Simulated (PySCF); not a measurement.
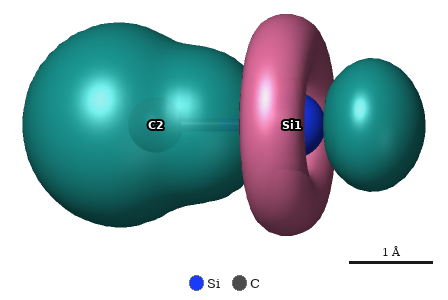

SiC (charge −1, doublet). Isosurfaces of the spin density (α minus β) at +0.02 (teal) and −0.02 e/Å³ (pink), seen from one side.

⟨S²⟩ = 0.82, above the pure value of 0.75.

The calculation used PySCF 2.14.0, PBE0/aug-cc-pVDZ(-PP), non-relativistic Hamiltonian with scalar-relativistic core potentials where named, at a bond length of 1.683 Å.

### Which atoms carry the spin?

The unpaired spin (1 electron) lies mostly on C2 (about 1.0), in electrons by Hirshfeld's partition.
